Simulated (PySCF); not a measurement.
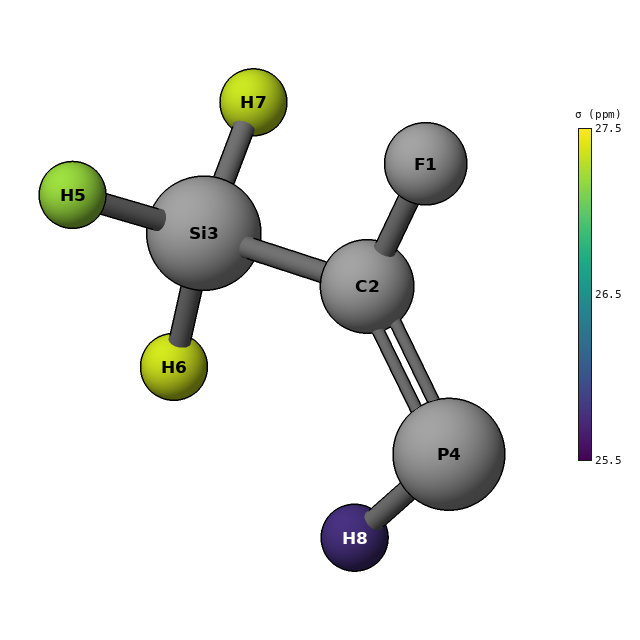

Atoms are coloured by their isotropic NMR shieldings (H only, the others grey). The geometry was computed by an optimisation with GFN2-xTB. No frequency run is at hand to confirm it as a minimum. Method: GIAO PBE0/pcSseg-1 NMR shielding, non-relativistic, gas phase (PySCF 2.14.0).

### Which H atom is the most shielded (lowest chemical shift)?

H6 (27.35 ppm).

### Which H atom is the least shielded (highest chemical shift)?

H8 (25.78 ppm).

### How wide is the range of H shifts?

1.57 ppm.

Give the isotropic NMR shieldings of the H atoms atom by atom.

| atom | σ (ppm) |
| --- | --- |
| H5 | 27.19 |
| H6 | 27.35 |
| H7 | 27.32 |
| H8 | 25.78 |

The geometry is semi-empirical. Around P, Si such bond lengths and angles can be off by a tenth of an ångström or more and by several degrees, and values that hang on the shape move with them.
